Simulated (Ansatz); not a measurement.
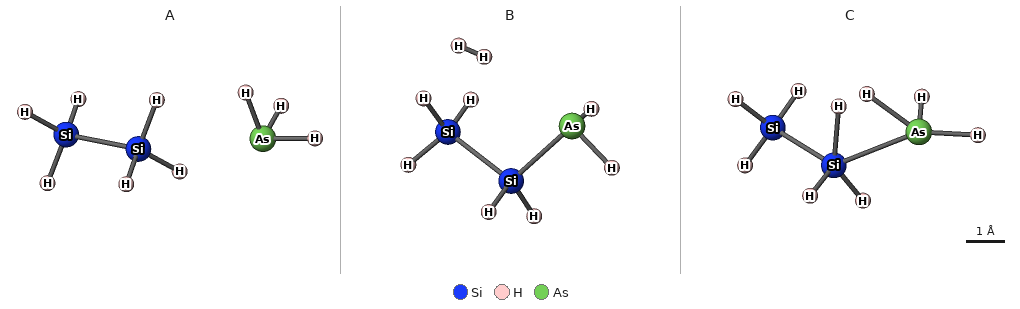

Three geometries of Si2AsH9: a saddle point and the two minima that it joins, in shuffled order. A ball-and-stick model, seen at a tilt. Sticks join atoms that are closer than about 1.2 times the sum of their covalent radii (a little more with hydrogen).

Stationary points at PBE0-D4/def2-TZVP, single-point energies with CCSD(T)/CBS, SPW92 (LDA), PBE0-D4, CAM-B3LYP-D4 (def2-TZVPP where no basis is named; Ansatz 0.2.0). The energies are electronic, without zero-point or thermal terms, and both ends are the minima reached downhill from the saddle, with any fragments still in contact. CCSD(T)/CBS stands for a frozen-core estimate: MP2 correlation extrapolated from def2-TZVPP and def2-QZVPP, CCSD(T) minus MP2 from the smaller set.

Q: Which frame is the transition state, what reaction does it lead through, and what barrier is to be expected?

A: Frame C is the saddle point. Counted by bonded pieces, A holds AsH₃ + Si₂H₆ and B holds H₂ + Si₂AsH₇. From A over the saddle to B, bonds form: As–Si (3.86 → 2.68 → 2.37 Å), H–H (3.26 → 1.06 → 0.75 Å). Bonds break: H–Si (1.49 → 1.79 → 4.67 Å), As–H (1.52 → 1.73 → 3.34 Å). The saddle has one imaginary mode, 1401i cm⁻¹. With CCSD(T)/CBS the barrier is 2.60 eV from A and 2.72 eV from B, and B lies 0.12 eV below A.

```tsv
level	barrier from A (eV)	barrier from B (eV)	B less A (eV)
CCSD(T)/CBS	2.60	2.72	−0.12
SPW92 (LDA)	1.78	1.88	−0.10
PBE0-D4	2.33	2.47	−0.15
CAM-B3LYP-D4	2.72	2.73	−0.01
```

Against CCSD(T)/CBS, CAM-B3LYP-D4 comes closest on the barrier from A (+0.12 eV) and SPW92 (LDA) misses most (−0.83 eV).

Limits of the set-up: the start holds two separate molecules, 3.3 Å apart at their closest, whose relative position is a soft coordinate.
